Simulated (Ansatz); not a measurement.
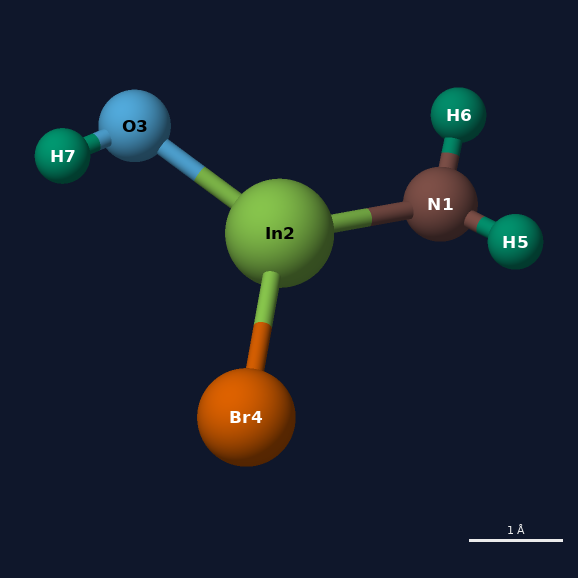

(Drawn from a calculation with Ansatz.)

Numbered structure. Charge +1, doublet. Geometry: the geometry of the neutral molecule.

Question: How are the neighbours of atom 2 arranged?

Answer: In2 has 3 neighbours (N1 at 2.00, O3 at 1.97, Br4 at 2.46 Å); the arrangement is trigonal planar.

Question: How are the neighbours of atom 1 arranged?

Answer: N1 has 3 neighbours (In2 at 2.00, H5 at 1.01, H6 at 1.01 Å); the arrangement is trigonal pyramidal.

Question: What is the geometry at O3?

Answer: O3 has 2 neighbours (In2 at 1.97, H7 at 0.96 Å); the arrangement is bent.
